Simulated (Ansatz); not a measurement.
# CH2OSi (SMILES C1O[Si]1): what the fields show

```xyz
5

C    -0.2720    0.4718    0.1396
O     1.0631    0.1816   -0.4204
Si   -0.0687   -0.4075   -1.5122
H    -0.4577   -0.0654    1.0708
H    -0.4678    1.5424    0.2136
```

Geometry: B3LYP/6-31G*.

Computed with isolated molecule in a Gaussian basis; Kohn-Sham density functional theory, functional PBE0 in Ansatz.

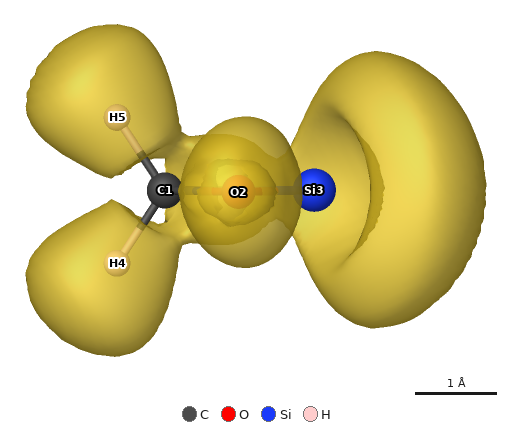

Figure 1. Isosurface of the ELF at 0.75 (yellow), seen across its widest extent. Only the valence region is drawn (cores and ρ < 0.01 e/Å³ removed).

What do the ELF domains correspond to?

Answer. At this value the surface marks out one region on O in which the atom's valence shell and bonds are merged and one joined region spread over several atoms (H, Si), in which their bonds and any lone pairs are merged. Profiles from the grid: C–O (1.48 Å): the ELF peaks at about 0.80 between the atoms; a shared but strongly polarised pair. Si–O (1.68 Å): the ELF peaks at about 0.85 between the atoms (a polar covalent bond).

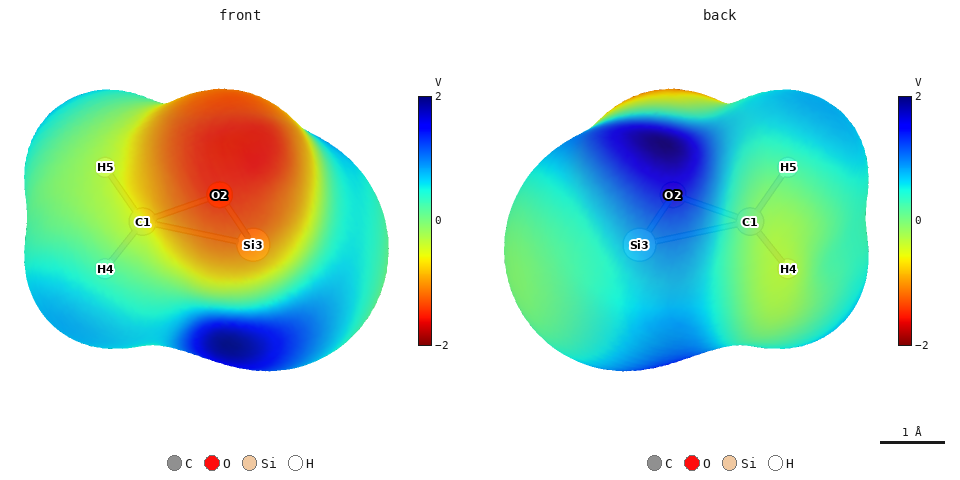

Figure 2. The molecular electrostatic potential painted on the density surface at 0.002 e/bohr³, seen from the front and from behind; red is negative and blue positive.

Where is the surface potential most negative and most positive?

Answer. The most negative region (about −1.5 V) lies over O2, the most positive (about +1.9 V) over Si3. O2 is the likeliest acceptor of a hydrogen bond.

How polar is the molecule by this calculation?

Answer. Its dipole moment is 1.48 D.

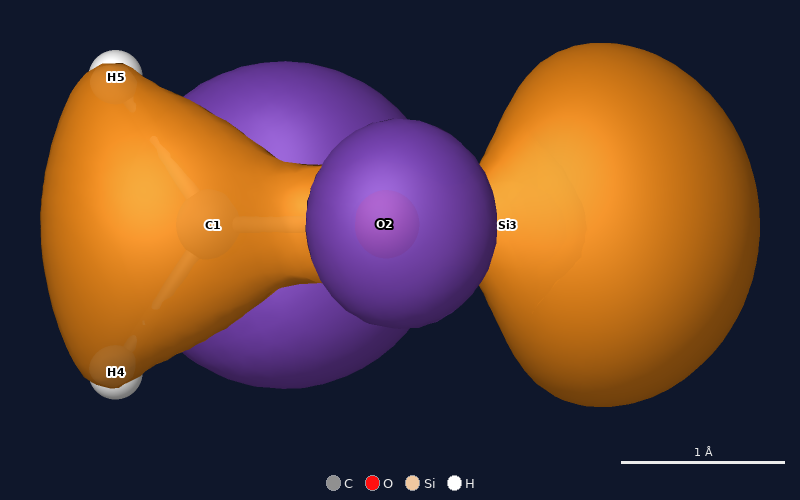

Figure 3. The HOMO at ±0.15 Å⁻³ᐟ² (orange and purple are the two phases), seen across its widest extent.

What is the character of this orbital?

Answer. It lies mainly on Si3 (about 45 %), C1 (about 35 %) and O2 (about 15 %). Its energy is −7.02 eV.

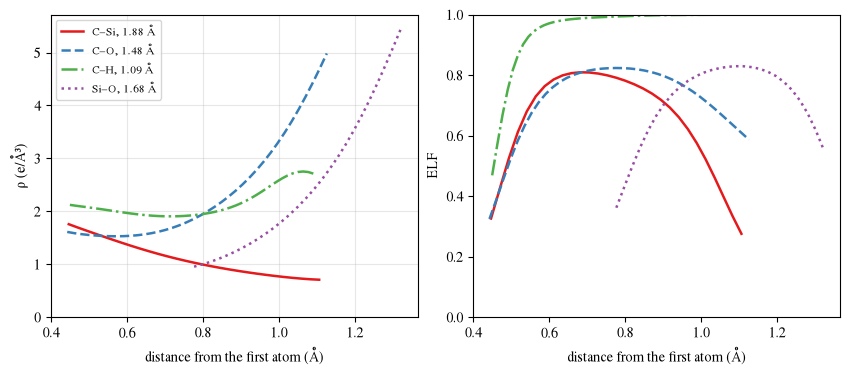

Figure 4. Electron density and ELF along straight lines between neighbouring atoms. The curves leave out the atomic cores.

What kind of bonding do the profiles show?

Answer. C–Si (1.88 Å): ρ at the midpoint is about 0.82 e/Å³; the ELF peaks at about 0.80 between the atoms: a shared electron pair.
C–O (1.48 Å): the density is about 1.7 e/Å³ at the midpoint, with its minimum of 1.5 e/Å³ about 0.6 Å from C; the ELF peaks at about 0.80 between the atoms: a polar covalent bond.
C–H (1.09 Å): ρ at the midpoint is about 2 e/Å³; the ELF climbs to about 1 towards the hydrogen, as it does in any bond to H: a covalent bond by its length.
Si–O (1.68 Å): ρ at the midpoint is about 1.1 e/Å³; the ELF peaks at about 0.85 between the atoms (a shared but strongly polarised pair).
